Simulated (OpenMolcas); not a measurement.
**CH6ClNSi (SMILES C[SiH](N)Cl) at 6 levels**

Wanted: a comparison of 6 runs (HF/3-21G, BLYP/6-31G*, M06-2X/6-31G*, PBE/6-31G*, r2SCAN/6-31G*, CCSD(T)/6-31G*) of CH6ClNSi. 

The results are computed with OpenMolcas 26.06.

1 further run of the same task is left out (set aside as unsound or not needed).

## (1) The structure to begin with

CH6ClNSi has 10 atoms, charge 0, and is taken as a singlet. SMILES: `C[SiH](N)Cl`. Geometry: relaxed at PBE0-D4/def2-TZVP. This is one conformer, not always the lowest.

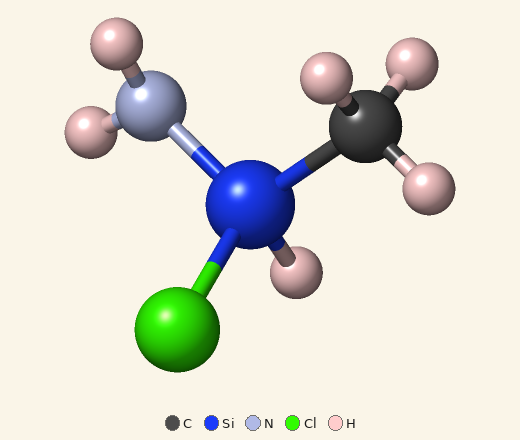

Viewed from a chosen angle; carbon dark grey, silicon blue, nitrogen light blue, chlorine green, hydrogen pink.

## (2) Energy and gradient at HF/3-21G (run 1)

Input file calc.input:

```
&GATEWAY
  BasLib=$CurrDir
  Coord
  10
  angstrom
  C       -0.924300       0.960300      -0.429600
  Si      -0.055600      -0.637600      -0.073400
  N        1.200800      -0.379200       1.050800
  Cl       0.594900      -1.392500      -1.900800
  H       -1.720000       0.809500      -1.161600
  H       -1.359500       1.369700       0.485000
  H       -0.226900       1.694300      -0.841400
  H       -0.936500      -1.689500       0.482600
  H        1.847500       0.382600       0.917600
  H        1.662700      -1.168700       1.473800
  Basis=3-21G
  Group=NoSym

&SEWARD

&SCF
  Thresholds=1e-10 1e-07 1e-07 1e-05
  PrOrbitals=1 2

&ALASKA
```

The basis set 3-21G is read from a file made from the Basis Set Exchange's data (not shown).

On the command line:

```bash
$ export MOLCAS_MEM=1860
$ pymolcas calc.input > calc.log
```

What it wrote:

```text
--- Start Module: gateway ---
[...]
--- Stop Module: gateway /rc=_RC_ALL_IS_WELL_ ---
[...]
      Basis functions           56
[...]
--- Start Module: scf ---
[...]
       Convergence after  12 Iterations
[...]
::    Total SCF energy                               -840.0725050890
[...]
      Total spin, S                                     0.0000000000
[...]
      Total electronic charge=   50.000000
      Total            charge=   -0.000000
[...]
      Dipole Moment (debye):
      Origin of the operator (angstrom)=    0.2551   -0.6201   -0.6063
                   X=  2.8637E-01               Y=  1.5989E+00               Z=  2.5066E+00           Total=  2.9869E+00
      Quadrupole Moment (debye*angstrom):
[...]
--- Stop Module: scf /rc=_RC_ALL_IS_WELL_ ---
[...]
--- Start Module: alaska ---
[...]
 *              Molecular gradients               *
 **************************************************
  Irreducible representation: a
 ------------------------------------------------------------------------------------------
                              X                       Y                       Z
 ------------------------------------------------------------------------------------------
  C1                9.35108413384089E-03   -1.51609642890076E-02    6.06058455719122E-03
  SI2               2.49122955238148E-02    6.07204064783040E-04   -3.36275940558464E-02
  N3               -2.70099703474154E-02    3.44946204959040E-03   -1.37545245059911E-03
  CL4              -1.38322921051097E-02    1.55269411180683E-02    3.73858088311181E-02
  H5               -2.92878138294439E-03   -2.62740051461757E-03   -3.60674889804224E-03
  H6               -2.17175889219012E-03    1.77851262158835E-03    4.77191003650335E-03
  H7                4.42124148992518E-03    1.99166520885807E-03   -1.95857142252387E-03
  H8               -2.19456292023246E-04   -1.19272619799249E-03    1.54551496372957E-03
[...]
--- Stop Module: alaska /rc=_RC_ALL_IS_WELL_ ---
[...]
```

Run time: 4.5 s. Hardware: 1 thread of AMD EPYC 7R43 (Zen 3), shared host; peak memory 0.39 GiB.

## (3) Energy and gradient at BLYP/6-31G(d) (spherical functions) (run 2)

Input file job.input:

```
&GATEWAY
  BasLib
  $CurrDir
  Coord
  10
  angstrom
  C       -0.924300       0.960300      -0.429600
  Si      -0.055600      -0.637600      -0.073400
  N        1.200800      -0.379200       1.050800
  Cl       0.594900      -1.392500      -1.900800
  H       -1.720000       0.809500      -1.161600
  H       -1.359500       1.369700       0.485000
  H       -0.226900       1.694300      -0.841400
  H       -0.936500      -1.689500       0.482600
  H        1.847500       0.382600       0.917600
  H        1.662700      -1.168700       1.473800
  Basis
  6-31Gs
  Group
  NoSym

&SEWARD
  GridInput
  Grid=UltraFine
  End of Grid

&SCF
  KSDFT
  BLYP
  Thresholds
  1e-10 1e-07 1e-07 1e-05
  PrOrbitals
  1 2

&ALASKA
```

The basis set 6-31G* is read from a file made from the Basis Set Exchange's data (not shown).

On the command line:

```bash
$ export MOLCAS_MEM=1860
$ pymolcas job.input > job.log
```

What it wrote:

```text
--- Start Module: gateway ---
[...]
--- Stop Module: gateway /rc=_RC_ALL_IS_WELL_ ---
[...]
      Basis functions           76
[...]
--- Start Module: scf ---
[...]
       Convergence after  17 Iterations
[...]
::    Total KS-DFT energy                            -846.1376772327
[...]
      Total spin, S                                     0.0000000000
[...]
      Total electronic charge=   50.000000
      Total            charge=   -0.000000
[...]
      Dipole Moment (debye):
      Origin of the operator (angstrom)=    0.2551   -0.6201   -0.6063
                   X=  5.6188E-01               Y=  1.3720E+00               Z=  1.8004E+00           Total=  2.3323E+00
      Quadrupole Moment (debye*angstrom):
[...]
--- Stop Module: scf /rc=_RC_ALL_IS_WELL_ ---
[...]
--- Start Module: alaska ---
[...]
 *              Molecular gradients               *
 **************************************************
  Irreducible representation: a
 ------------------------------------------------------------------------------------------
                              X                       Y                       Z
 ------------------------------------------------------------------------------------------
  C1                1.67938920314992E-03   -2.64551586426798E-03    2.32726953575568E-04
  SI2               8.17618964449984E-03    4.38792827944789E-03   -2.30284976716266E-03
  N3                1.40023807692380E-03   -2.76213596461350E-03   -8.71203436098966E-03
  CL4              -4.69734293923185E-03    6.50518035411984E-03    1.48778141104273E-02
  H5                5.10311303633015E-03   -5.01698733818209E-05    4.38346906232301E-03
  H6                2.99138443448954E-03   -3.11094119474808E-03   -5.12568816325132E-03
  H7               -3.47324229936374E-03   -5.24543477705608E-03    2.50631484239472E-03
  H8                2.25767755273543E-03    2.64928229540207E-03   -2.09961319038410E-03
[...]
--- Stop Module: alaska /rc=_RC_ALL_IS_WELL_ ---
[...]
```

It took 42 s on 1 thread of AMD EPYC 7R43 (Zen 3), shared host; peak memory 0.43 GiB.

Runs 3 to 5 aren't shown in full; the table further down has their settings and results.

## (4) The energy at CCSD(T)/6-31G(d) (spherical functions) (run 6)

Input file calc.input:

```
* CH6ClNSi CCSD(T)
>>> EXPORT MOLCAS_PRINT=2

&gateway
  baslib=$CurrDir
  coord
  10
  bohr
  C     -1.74667386     1.81470400    -0.81182634
  Si    -0.10506877    -1.20488938    -0.13870590
  N      2.26918313    -0.71658415     1.98572421
  Cl     1.12419807    -2.63144363    -3.59199142
  H     -3.25032893     1.52973330    -2.19510587
  H     -2.56908267     2.58835787     0.91651717
  H     -0.42877886     3.20176297    -1.59001556
  H     -1.76972852    -3.19269229     0.91198183
  H      3.49126902     0.72300922     1.73401269
  H      3.14204763    -2.20852292     2.78507836
  basis=6-31Gs
  group=NoSym

&seward

&scf
  thresholds=1e-10 1e-07 1e-07 1e-05
  prorbitals=1 2

&rasscf
  fileorb=$Project.ScfOrb
  spin=1
  nactel=0 0 0
  inactive=25
  ras2=0
  outorbitals=Canonical
  orblisting=Few

&motra
  jobiph
  frozen=12

&ccsdt
  cct
  triples=2
  iterations=80
  accuracy=1e-08
  extrapolation=5 4
```

The basis set 6-31G* is read from a file made from the Basis Set Exchange's data (not shown).

On the command line:

```bash
$ export MOLCAS_MEM=1860
$ pymolcas calc.input > calc.log
```

What it wrote:

```text
--- Start Module: gateway ---
[...]
--- Stop Module: gateway /rc=_RC_ALL_IS_WELL_ ---
[...]
      Basis functions           76
[...]
       Convergence after  13 Iterations
[...]
::    Total SCF energy                               -844.2982210001
[...]
      Total spin, S                                     0.0000000000
[...]
      Number of active orbitals                  0
[...]
      Spin quantum number                      0.0
[...]
      Active orbitals                            0
[...]
      Number of CSFs                             1
[...]
      Number of root(s) required                 1
[...]
      Convergence after  4 iterations
[...]
      Natural orbitals and occupation numbers for root  1
      ************************************************************************************************************************
      *                                                    Final results                                                     *
      ************************************************************************************************************************
[...]
::    RASSCF root number  1 Total energy:   -844.29822100
[...]
      Total electronic charge=   50.000000
      Total            charge=   -0.000000
[...]
      Dipole Moment (debye):
      Origin of the operator (angstrom)=    0.2551   -0.6201   -0.6063
                   X=  4.4777E-01               Y=  1.3243E+00               Z=  1.9228E+00           Total=  2.3773E+00
      Quadrupole Moment (debye*angstrom):
[...]
--- Start Module: motra ---
[...]
      *** WARNING: Default frozen orbitals is overwritten by user input.
      *** Default values:   9
[...]
--- Stop Module: motra /rc=_RC_ALL_IS_WELL_ ---
--- Start Module: ccsdt ---
[...]
      Convergence after                    15  Iterations
      Total energy (diff) :    -844.84476317      -0.00000001
[...]
 METHOD                       : CCSD+T(CCSD)+<T3(1)WT1> = CCSD(T)
[...]
       CCSD     =      -844.8447631659071
[...]
--- Stop Module: ccsdt /rc=_RC_ALL_IS_WELL_ ---
[...]
```

Wall time 30 s (1 thread of AMD EPYC 7R43 (Zen 3), shared host); peak memory 0.43 GiB.

## (5) All runs side by side

| run | level | integration grid | task | energy (Eh) | dipole moment (D) of the reference | HOMO energy (eV) | LUMO energy (eV) | wall time |
| --- | --- | --- | --- | --- | --- | --- | --- | --- |
| 1 | HF/3-21G | – | gradient | -840.072505 | 2.99 | -11.25 | 5.30 | 4.5 s |
| 2 | BLYP/6-31G* (spherical functions) | UltraFine | gradient | -846.137677 | 2.33 | -5.96 | 0.69 | 42 s |
| 3 | M06-2X/6-31G* (spherical functions) | UltraFine | gradient | -846.117508 | 2.38 | -9.07 | 2.25 | 46 s |
| 4 | PBE/6-31G* (spherical functions) | UltraFine | gradient | -845.733564 | 2.38 | -6.14 | 0.60 | 41 s |
| 5 | r2SCAN/6-31G* (spherical functions) | UltraFine | gradient | -846.093674 | 2.40 | -6.53 | 1.09 | 51 s |
| 6 | CCSD(T)/6-31G* (spherical functions) | – | energy | -844.857308 | 2.38 | -11.29 | 4.76 | 30 s |

## (6) What came out

| quantity | value |
| --- | --- |
| run 6: total energy | -844.85731 Eh |
| run 6: dipole moment (mean-field density) | 2.38 D |
| run 6: HOMO energy (Hartree–Fock orbitals) | -11.29 eV |
| run 6: LUMO energy (Hartree–Fock orbitals) | 4.76 eV |
| run 6: HOMO–LUMO gap (Hartree–Fock orbitals) | 16.05 eV |
| run 6: correlation energy (12 core orbitals frozen) | -559.1 mEh |
| run 6: (T) correction | -12.54 mEh |

What this shows: Over runs 1, 2, 3, 4, 5 the dipole moment (its size) runs from 2.33 D (BLYP/6-31G*) to 2.99 D (HF/3-21G). The two ends differ in method and basis. Over runs 1, 2, 3, 4, 5 the HOMO–LUMO gap runs from 6.64 eV (BLYP/6-31G*) to 16.54 eV (HF/3-21G). Totals of different functionals can't be ranked against each other. All runs together took 3.6 min, the longest 51 s.
